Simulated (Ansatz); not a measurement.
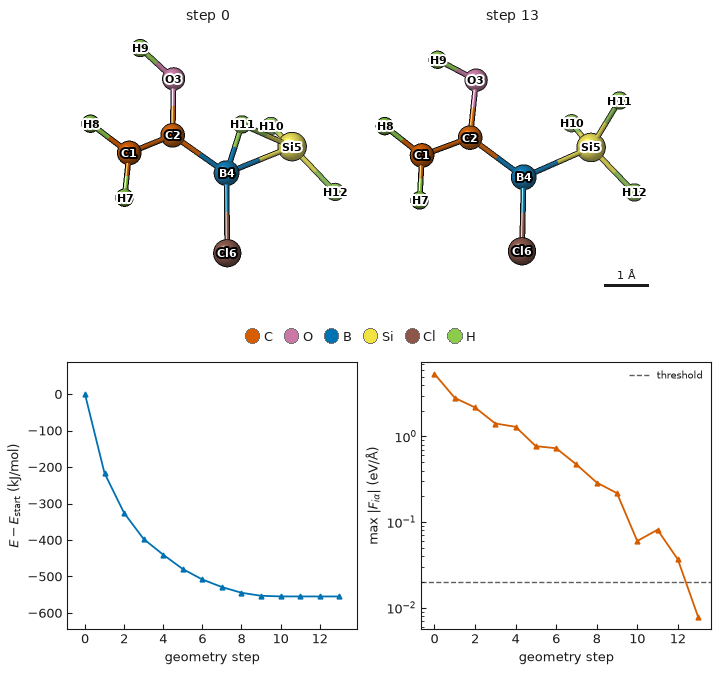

First and last geometry of a relaxation of C2H6BClOSi, with the history of the run. Style: ball-and-stick. Shown at a tilt.

The run prepares an end point of a later path (hydrogen shift) calculation, from a guessed geometry.

Computed with RKS PBE/STO-3G in Ansatz. (no spin polarisation; force threshold 0.02 eV/Å; at most 50 steps)

**What do the curves and the structures tell?**

It converged. After 13 geometry steps the energy has fallen by 554.7 kJ/mol. The largest force component goes from 5.4 to 0.0079 eV/Å. The largest move after the best rigid fit is that of H11, 1.79 Å. By element the largest moves are H 1.79 Å, C 0.26 Å, Cl 0.23 Å, B 0.19 Å, Si 0.12 Å, O 0.07 Å. Some distances before and after: C2–H11 1.639 → 3.572 Å, B4–H11 1.170 → 2.821 Å, Si5–H11 1.628 → 1.458 Å, B4–Cl6 1.916 → 1.797 Å. Bonds break: B4–H11 (1.17 → 2.82 Å). Among the angles between lasting bonds that change: B4–Si5–H11 37.5° → 109.7°, H11–Si5–H12 140.7° → 108.2°, C2–O3–H9 122.7° → 103.0°.

| step | E − E(0), kJ/mol | largest force component, eV/Å |
| --- | --- | --- |
| 0 | 0.00 | 5.3792 |
| 1 | -216.90 | 2.8239 |
| 2 | -325.91 | 2.1803 |
| 3 | -397.24 | 1.4171 |
| 4 | -440.26 | 1.2973 |
| 5 | -479.66 | 0.7700 |
| 6 | -508.20 | 0.7291 |
| 7 | -528.98 | 0.4712 |
| 8 | -544.62 | 0.2899 |
| 9 | -552.92 | 0.2178 |
| 10 | -554.59 | 0.0602 |
| 11 | -554.69 | 0.0814 |
| 12 | -554.71 | 0.0368 |
| 13 | -554.74 | 0.0079 |

Limits of the set-up: STO-3G is a minimal basis, so the numbers are rough.
